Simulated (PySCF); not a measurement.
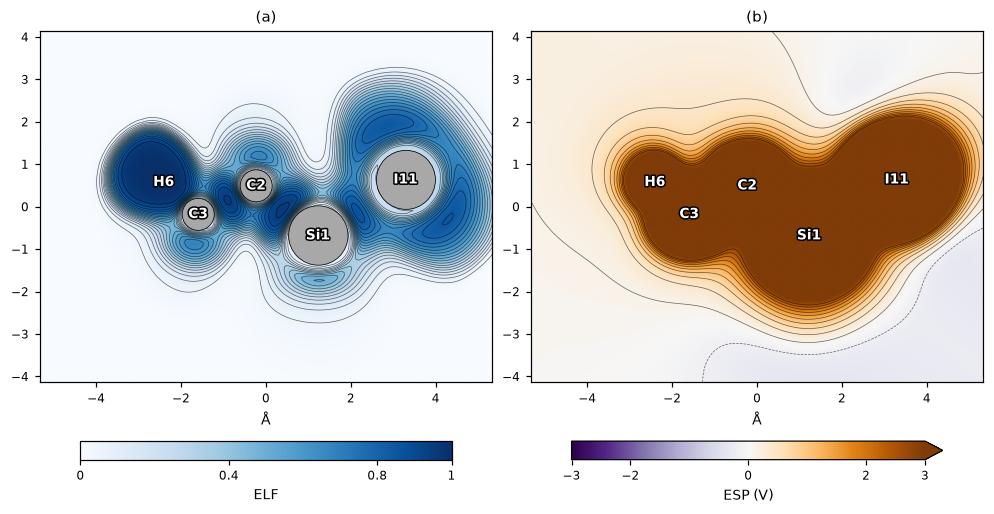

Figure. C₂H₅I₃Si. (a) ELF; (b) molecular electrostatic potential on the plane of atoms C2, C3 and H6. Grey discs cover the atomic cores in the ELF map.

Geometry: PBE0-D3(BJ)/def2-SVP; core potentials replace the inner electrons of I.

Theory: PySCF 2.14.0, B3LYP/def2-SVPD, SCF density, gas phase, scalar-relativistic core potentials on the heavy atoms.

```yaml
atoms:
  - { symbol: Si, position_ang: [-0.2615, -0.4440, -1.2919] }
  - { symbol: C, position_ang: [-0.2353, -0.4196, 0.5819] }
  - { symbol: C, position_ang: [0.4879, 0.7678, 1.2030] }
  - { symbol: H, position_ang: [0.2173, -1.3801, 0.8846] }
  - { symbol: H, position_ang: [-1.2945, -0.4594, 0.8906] }
  - { symbol: H, position_ang: [0.4405, 0.7186, 2.3013] }
  - { symbol: H, position_ang: [1.5492, 0.7886, 0.9117] }
  - { symbol: H, position_ang: [0.0349, 1.7213, 0.8920] }
  - { symbol: I, position_ang: [2.0228, -0.5842, -2.1660] }
  - { symbol: I, position_ang: [-1.3252, 1.5964, -2.1331] }
  - { symbol: I, position_ang: [-1.5381, -2.3909, -2.0432] }
```

What does the map show?

Answer.
- Atoms in the plane: Si, C, H and I.
- C–C (1.52 Å): the ELF peaks at about 0.95 between the atoms, as expected for a shared electron pair.
- C–Si (1.87 Å): the ELF peaks at about 0.95 between the atoms (localised, covalent bonding).
- Si–I (2.45 Å): the ELF peaks at about 0.85 between the atoms, as expected for localised, covalent bonding.
- C–H (1.10 Å): the ELF climbs to about 1 towards the hydrogen, as it does in any bond to H (a covalent bond by its length).
- The ELF also peaks beside I11, away from the bonds: lone-pair regions.
- Outside the dense part of the molecule the potential is most negative (−0.3 V) near I9, which lies off the plane.
